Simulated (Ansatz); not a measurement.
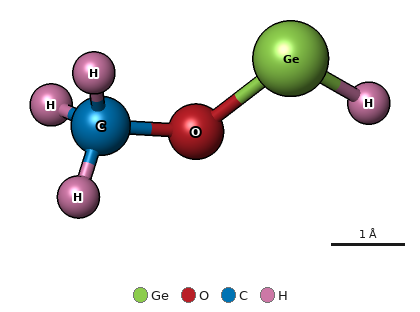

Fig. 1: The input geometry (ball-and-stick view, seen at an oblique angle). Sticks mark near contacts. Bond lengths as drawn: C–H 1.09 to 1.10 Å, C–O 1.41 Å, Ge–H 1.60 Å and Ge–O 1.78 Å.

## Frequency calculation of CH₄GeO

System: CH₄GeO.
Method: RKS PBE0-D4/def2-TZVP (Ansatz 0.2.0).

The geometry comes from this level: PBE0-D4/def2-TZVP.

### The input
```yaml
crystal:
  periodic: [false, false, false]
  atoms:
    - {symbol: Ge, position_ang: [-0.794173, -0.673309, 1.073989]}
    - {symbol: O, position_ang: [0.639090, -0.448380, 0.036014]}
    - {symbol: C, position_ang: [1.390513, 0.740632, 0.088010]}
    - {symbol: H, position_ang: [-1.064315, -2.133646, 0.479964]}
    - {symbol: H, position_ang: [0.994280, 1.458659, 0.818538]}
    - {symbol: H, position_ang: [1.392683, 1.214955, -0.897882]}
    - {symbol: H, position_ang: [2.424865, 0.507300, 0.357438]}
basis:
  gaussian: {orbitals: def2-TZVP}
hamiltonian: {xc: pbe0, dispersion: d4}
phonons: {temperatures: {t_min: 298.15, t_max: 900, t_step: 200}}
```

Machine: 4 threads of Arm Neoverse V1, 23 GiB of memory available, shared host.

Run as:
```bash
ansatz run in.yaml --threads 4 --pin off --events-out ev --progress --plain --max-ram 9574MiB
```

### Log
```
Functional definition: PBE0
  name "PBE0"
  cite "Adamo & Barone, J. Chem. Phys. 110, 6158 (1999) doi:10.1063/1.478522"
  cite "Perdew, Burke & Ernzerhof, Phys. Rev. Lett. 77, 3865 (1996) doi:10.1103/PhysRevLett.77.3865"
  parent pbe
  parameter a = 0.25
  parameter kappa = 0.804
  parameter beta = 0.06672455060314922
  exchange = (1 - a)*pbe_x(kappa = kappa, mu = beta*pi^2/3) + a*exact_x
  correlation = pbe_c(beta = beta)
908 factors; their error is unknown
mean field evaluation 1: about -59651.3319 eV, gradient 5.4e1 eV
mean field evaluation 2: about -59616.2989 eV, gradient 1.3e2 eV
mean field evaluation 4: about -59657.0647 eV, gradient 7.5e0 eV
mean field evaluation 8: about -59657.1736 eV, gradient 1.3e-1 eV
mean field evaluation 16: about -59657.4453 eV, gradient 7.9e-5 eV
mean field -59657.44527923 eV, -2192.3706767429 hartree, gradient 1.6e-5 eV, S^2 0.000000; 0 other end points of the search recorded, 0 dependent functions left out
the calculation of the forces begins
reference -59657.44530491 eV, -2192.3706776868 hartree; 25, 25 occupied and 109, 109 virtual orbitals, 908 factors
these checks for a lower state are left out or cut short: stability, starts, cluster_reference, orbital_swaps, neighbouring_geometries, increment
908 factors; their error is unknown
mean field -59657.44520698 eV, -2192.3706740877 hartree, gradient 1.4e-6 eV, S^2 0.000000; 0 other end points of the search recorded, 0 dependent functions left out
[... from here on the field's lines of each further geometry are left out, up to the last ...]
the calculation of the forces begins
reference -59657.44528370 eV, -2192.3706769072 hartree; 25, 25 occupied and 109, 109 virtual orbitals, 908 factors
these checks for a lower state are left out or cut short: stability, starts, cluster_reference, orbital_swaps, neighbouring_geometries, increment
908 factors; their error is unknown
mean field -59657.44526142 eV, -2192.3706760885 hartree, gradient 1.4e-6 eV, S^2 0.000000; 0 other end points of the search recorded, 0 dependent functions left out
the calculation of the forces begins
reference -59657.44528711 eV, -2192.3706770324 hartree; 25, 25 occupied and 109, 109 virtual orbitals, 908 factors
Total energy: -59657.53671492 eV, -2192.3740369425 hartree
Atom 0 at    -0.794173    -0.673309     1.073989 Å, force     0.000615     0.000339     0.001252 eV/Å
Atom 1 at     0.639090    -0.448380     0.036014 Å, force    -0.000673    -0.000152    -0.000228 eV/Å
Atom 2 at     1.390513     0.740632     0.088010 Å, force     0.000418     0.000621    -0.000111 eV/Å
Atom 3 at    -1.064315    -2.133646     0.479964 Å, force    -0.000302    -0.000706    -0.000744 eV/Å
Atom 4 at     0.994280     1.458659     0.818538 Å, force    -0.000610     0.000361     0.000018 eV/Å
Atom 5 at     1.392683     1.214955    -0.897882 Å, force     0.000659    -0.000207    -0.000326 eV/Å
Atom 6 at     2.424865     0.507300     0.357438 Å, force    -0.000107    -0.000257     0.000139 eV/Å
Dipole moment:     0.026643     0.218098     0.099562 e Å
Vibrations: 145.40 249.57 345.69 629.91 769.63 1119.09 1177.56 1201.57 1470.87 1482.04 1497.82 1903.27 3000.01 3075.79 3097.09 cm⁻¹, zero-point energy 1.312083 eV
```

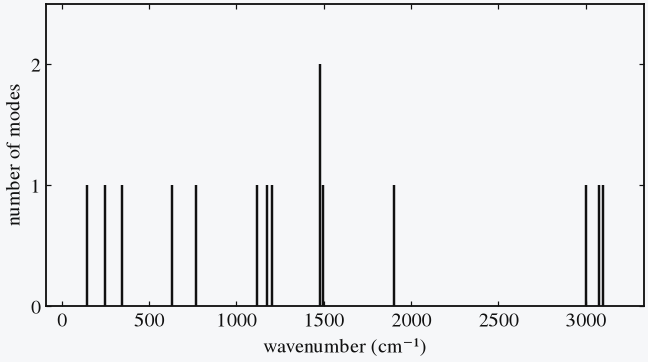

Fig. 2: Harmonic vibrational wavenumbers from the force constants; neighbouring modes closer than 13 cm⁻¹ are counted in one stick. 15 modes from 145 to 3097 cm⁻¹, none imaginary.

### Key numbers

- outcome: converged
- total energy: −59657.5367 eV
- mean-field energy: −59657.4453 eV
- dispersion energy: −0.0914 eV
- largest force (length of the vector): 0.001 eV/Å
- dipole moment: 1.16 D
- wall time: 40 s (CPU time 2.4 min)
- peak memory: 0.43 GiB
